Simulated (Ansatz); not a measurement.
# CH3ClF2Si (SMILES C[Si](F)(F)Cl) at 6 levels

Aim: a comparison of 6 runs (B2PLYP/def2-SVP, BHLYP/def2-SVP, BLYP/def2-SVP, PBE0/def2-SVP, SVWN5/def2-SVP, CCSD(T)/def2-SVP) of CH3ClF2Si. 

The results are computed with Ansatz 0.2.0.

126 further runs of the same task are left out: 126 set aside as unsound or not needed.

## (1) The molecule

CH3ClF2Si has 8 atoms, charge 0, and is taken as a singlet. SMILES: `C[Si](F)(F)Cl`. The C1–H7 distance was set to 1.419 Å, away from the relaxed value.

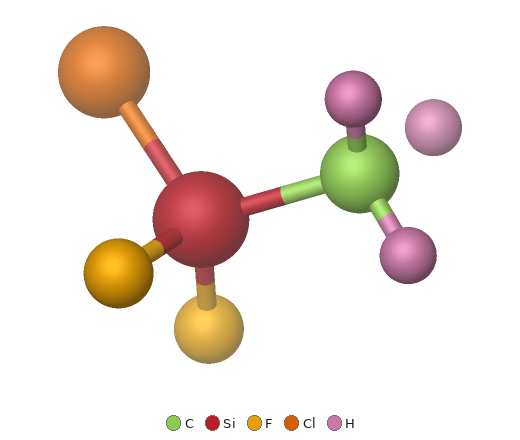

The structure, seen from a chosen angle (carbon green, silicon red, fluorine amber, chlorine orange, hydrogen pink).

## (2) The energy at B2PLYP/def2-SVP (run 1)

molecule.yaml

```yaml
crystal:
  periodic: [false, false, false]
  atoms:
    - {symbol: C, position_ang: [-0.828990, -0.412819, 0.205841]}
    - {symbol: Si, position_ang: [0.670110, 0.037581, -0.745559]}
    - {symbol: F, position_ang: [1.966510, -0.586119, -0.087259]}
    - {symbol: F, position_ang: [0.595710, -0.529419, -2.220559]}
    - {symbol: Cl, position_ang: [0.942610, 2.044681, -0.867259]}
    - {symbol: H, position_ang: [-0.937590, -1.499219, 0.243441]}
    - {symbol: H, position_ang: [-0.740200, 0.080400, 1.533400]}
    - {symbol: H, position_ang: [-1.719290, 0.010981, -0.262259]}
basis:
  gaussian:
    orbitals: def2-SVP
hamiltonian:
  xc: {name: B2PLYP}
correlation:
  frozen_orbitals: {C: 1, Cl: 5, F: 1, H: 0, Si: 5}
output: {orbitals: {seedname: orbitals}}
accuracy: high
```

Started as:

```bash
$ ansatz run molecule.yaml --threads 1 --pin off --max-ram 3480MiB --events-out events.jsonl --progress --plain --runs-dir runs
```

Standard output:

```text
Warning: RAYON_NUM_THREADS=1 ignored (pool sized by the plan → 1); use --threads N
Functional definition: B2PLYP
  name "B2PLYP"
  parameter a = 0.53
  parameter c = 0.27
  exchange = (1 - a)*b88_x + a*exact_x
  correlation = (1 - c)*lyp_c + c*(mp2_os + mp2_ss)
1975 factors; integrals over basis functions are off by at most 1.9e-8 eV
mean field evaluation 1: about -26889.5869 eV, gradient 4.5e1 eV
mean field evaluation 2: about -26889.6299 eV, gradient 4.5e1 eV
mean field evaluation 4: about -26893.4459 eV, gradient 2.9e0 eV
mean field evaluation 8: about -26893.4671 eV, gradient 4.3e-2 eV
mean field evaluation 16: about -26893.4671 eV, gradient 8.4e-6 eV
mean field -26893.46707409 eV, -988.3166859263 hartree, gradient 6.9e-8 eV, S^2 0.000000; 0 other end points of the search recorded, 0 dependent functions left out
13 core orbitals not correlated: weight in the atoms' cores, before any rotation towards them, 1.000 or more for the frozen orbitals, at most 0.000 for the correlated occupied ones
reference -26893.46709738 eV, -988.3166867820 hartree; 16, 16 occupied and 64, 64 virtual orbitals, 1975 factors
second order -24.24750334 eV of doubles, -0.00000000 eV of singles
Total energy: -26900.01392328 eV, -988.5572781963 hartree
```

Wall time 9.6 s (1 thread of Arm Neoverse V2, shared host); peak memory 0.33 GiB.

## (3) A single-point energy at BHLYP/def2-SVP (run 2)

run.yaml

```yaml
crystal:
  periodic: [false, false, false]
  atoms:
    - {symbol: C, position_ang: [-0.828990, -0.412819, 0.205841]}
    - {symbol: Si, position_ang: [0.670110, 0.037581, -0.745559]}
    - {symbol: F, position_ang: [1.966510, -0.586119, -0.087259]}
    - {symbol: F, position_ang: [0.595710, -0.529419, -2.220559]}
    - {symbol: Cl, position_ang: [0.942610, 2.044681, -0.867259]}
    - {symbol: H, position_ang: [-0.937590, -1.499219, 0.243441]}
    - {symbol: H, position_ang: [-0.740200, 0.080400, 1.533400]}
    - {symbol: H, position_ang: [-1.719290, 0.010981, -0.262259]}
basis:
  gaussian: {orbitals: def2-SVP}
hamiltonian: {xc: {name: BHLYP}}
accuracy: high
output: {orbitals: {seedname: orbitals}}
```

Started as:

```bash
$ ansatz run run.yaml --threads 1 --pin off --max-ram 3480MiB --events-out events.jsonl --progress --plain --runs-dir runs
```

Standard output:

```text
Warning: RAYON_NUM_THREADS=1 ignored (pool sized by the plan → 1); use --threads N
Functional definition: BHLYP
  name "BHLYP"
  parameter a = 0.5
[... 1 set-up line as earlier in the session ...]
  correlation = lyp_c
1975 factors; integrals over basis functions are off by at most 1.9e-8 eV
mean field evaluation 1: about -26905.5902 eV, gradient 4.7e1 eV
mean field evaluation 2: about -26906.0891 eV, gradient 4.5e1 eV
mean field evaluation 4: about -26909.6600 eV, gradient 1.2e0 eV
mean field evaluation 8: about -26910.0342 eV, gradient 1.5e-1 eV
mean field evaluation 16: about -26910.0343 eV, gradient 1.3e-5 eV
mean field -26910.03430475 eV, -988.9255204230 hartree, gradient 4.0e-8 eV, S^2 0.000000; 0 other end points of the search recorded, 0 dependent functions left out
reference -26910.03432958 eV, -988.9255213356 hartree; 29, 29 occupied and 64, 64 virtual orbitals, 1975 factors
Total energy: -26910.03432958 eV, -988.9255213356 hartree
```

Run time: 8.1 s. Hardware: 1 thread of Arm Neoverse V2, shared host; peak memory 0.33 GiB.

Run 3 isn't shown in full; the table further down has it.

## (4) The energy at PBE0/def2-SVP (run 4)

Changes to run.yaml since step 3:

```diff
@@ -1 +1,4 @@
+basis:
+  gaussian:
+    orbitals: def2-SVP
 crystal:
@@ -11,5 +14,4 @@
     - {symbol: H, position_ang: [-1.719290, 0.010981, -0.262259]}
-basis:
-  gaussian: {orbitals: def2-SVP}
-hamiltonian: {xc: {name: BHLYP}}
+hamiltonian:
+  xc: {name: PBE0}
 accuracy: high
```

Started as:

```bash
$ ansatz run run.yaml --threads 1 --pin off --max-ram 3480MiB --events-out events.jsonl --progress --plain --runs-dir runs
```

Standard output:

```text
Warning: RAYON_NUM_THREADS=1 ignored (pool sized by the plan → 1); use --threads N
Functional definition: PBE0
  name "PBE0"
  parameter a = 0.25
  parameter kappa = 0.804
  parameter beta = 0.06672455060314922
  exchange = (1 - a)*pbe_x(kappa = kappa, mu = beta*pi^2/3) + a*exact_x
  correlation = pbe_c(beta = beta)
1975 factors; integrals over basis functions are off by at most 1.9e-8 eV
mean field evaluation 1: about -26893.3728 eV, gradient 5.2e1 eV
mean field evaluation 2: about -26890.5927 eV, gradient 6.4e1 eV
mean field evaluation 4: about -26898.6192 eV, gradient 1.8e0 eV
mean field evaluation 8: about -26898.8118 eV, gradient 4.6e-1 eV
mean field evaluation 16: about -26898.8124 eV, gradient 3.5e-5 eV
mean field -26898.81238958 eV, -988.5131226470 hartree, gradient 1.9e-8 eV, S^2 0.000000; 0 other end points of the search recorded, 0 dependent functions left out
reference -26898.81239176 eV, -988.5131227272 hartree; 29, 29 occupied and 64, 64 virtual orbitals, 1975 factors
Total energy: -26898.81239176 eV, -988.5131227272 hartree
```

Run time: 7.5 s. Hardware: 1 thread of Arm Neoverse V2, shared host; peak memory 0.33 GiB.

Run 5 isn't shown in full; the table further down has it.

## (5) The energy at CCSD(T)/def2-SVP (run 6)

Changes to run.yaml since step 4:

```diff
@@ -1,4 +1 @@
-basis:
-  gaussian:
-    orbitals: def2-SVP
 crystal:
@@ -14,5 +11,10 @@
     - {symbol: H, position_ang: [-1.719290, 0.010981, -0.262259]}
-hamiltonian:
-  xc: {name: PBE0}
+basis:
+  gaussian:
+    orbitals: def2-SVP
+correlation:
+  method: ccsd_t
+  frozen_orbitals: {C: 1, Cl: 5, F: 1, H: 0, Si: 5}
 accuracy: high
-output: {orbitals: {seedname: orbitals}}
+scf:
+  omitted_lower_state_checks: [cluster_reference, increment]
```

Started as:

```bash
$ ansatz run run.yaml --threads 1 --pin off --max-ram 3480MiB --events-out events.jsonl --progress --plain --runs-dir runs
```

Standard output (excerpt; [...] marks lines left out):

```text
Warning: RAYON_NUM_THREADS=1 ignored (pool sized by the plan → 1); use --threads N
Functional definition: HF
  name "HF"
[...]
1975 factors; integrals over basis functions are off by at most 1.9e-8 eV
[...]
mean field -26848.29449466 eV, -986.6566242510 hartree, gradient 6.9e-9 eV, S^2 0.000000; 0 other end points of the search recorded, 0 dependent functions left out
13 core orbitals not correlated: weight in the atoms' cores, before any rotation towards them, 1.000 or more for the frozen orbitals, at most 0.000 for the correlated occupied ones
reference -26848.29449466 eV, -986.6566242510 hartree; 16, 16 occupied and 64, 64 virtual orbitals, 1975 factors
second order -20.09384920 eV of doubles, -0.00000000 eV of singles
cycle   1  -20.56305825 eV  change   -4.7e-1 eV  update   9.4e-2
[...]
cycle  19  -21.08294337 eV  change   -1.4e-9 eV  update   2.1e-9
perturbative correction -0.41610301 eV, -0.0152915036 hartree
Total energy: -26869.79354103 eV, -987.4466996328 hartree
Checks for a lower state left out: cluster_reference, increment
```

It took 23 s on 1 thread of Arm Neoverse V2, shared host; peak memory 0.56 GiB.

## (6) Overview of the runs

```
run             level  frozen core orbitals  energy (Eh)  HOMO energy (eV)  LUMO energy (eV)  HOMO–LUMO gap (eV)  wall time
  1   B2PLYP/def2-SVP                    13  -988.557278            -10.77              1.45               12.21      9.6 s
  2    BHLYP/def2-SVP                     –  -988.925521            -10.82              1.13               11.95      8.1 s
  3     BLYP/def2-SVP                     –  -988.967478             -7.74             -0.64                7.10        6 s
  4     PBE0/def2-SVP                     –  -988.513123             -9.51              0.21                9.72      7.5 s
  5    SVWN5/def2-SVP                     –  -984.750218             -8.05             -0.83                7.22      3.9 s
  6  CCSD(T)/def2-SVP                    13  -987.446700                 –                 –                   –       23 s
```

## (7) Outcome

```
                                           quantity          value
                                run 6: total energy  -987.44670 Eh
run 6: correlation energy (13 core orbitals frozen)     -790.1 mEh
                              run 6: (T) correction     -15.29 mEh
                               run 6: T1 diagnostic          0.011
```

In words: Over runs 1, 2, 3, 4, 5 the HOMO–LUMO gap runs from 7.10 eV (BLYP/def2-SVP) to 12.21 eV (B2PLYP/def2-SVP). A double hybrid's value is that of its SCF part. Totals of different functionals can't be ranked against each other. All runs together took 58 s, the longest 23 s.
